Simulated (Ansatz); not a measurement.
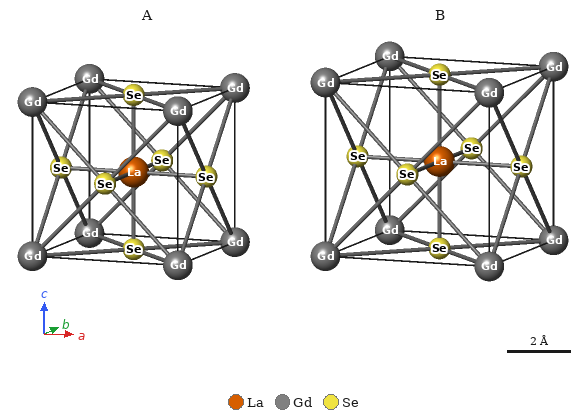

Two geometries of crystalline LaGdSe$_{3}$ (a generated structure, set up in Pm-3m) (coarse preliminary run), drawn at one scale. One is the start of a relaxation, the other its converged end. Style: ball-and-stick. Shown: the cell of the calculation, slightly off an axis.

Theory: DFT PBE, scalar-relativistic, plane waves, PAW (Ansatz). Set-up: plane-wave cutoff 420 eV; k-point mesh 4 × 4 × 4; occupations gaussian; smearing width 0.1 eV; collinear spin; cell and atoms relaxed; force threshold 0.04 eV/Å; at most 70 steps.

Question: Which geometry has the lower energy?

Answer: Structure B is the relaxed one. Over 4 accepted moves (5 points after the start) the energy falls by 776 meV per atom. All forces vanish by symmetry, so only the cell relaxes. The pressure goes from 30.38 to 0.39 GPa. At 1 point the geometry stayed and the basis and grid were re-selected for the new cell (energy shift of 7.6 meV per atom at most each time). No atom moves by more than 0.005 Å relative to the cell. The drawn cell changes as follows: a = b = c 4.983 → 5.613 Å (+12.6 %); the volume changes by +42.9 %. Among the contacts that change: Gd–Se 3.523 → 3.969 Å, La–Se 2.491 → 2.806 Å. The space group stays Pm-3m (No. 221).
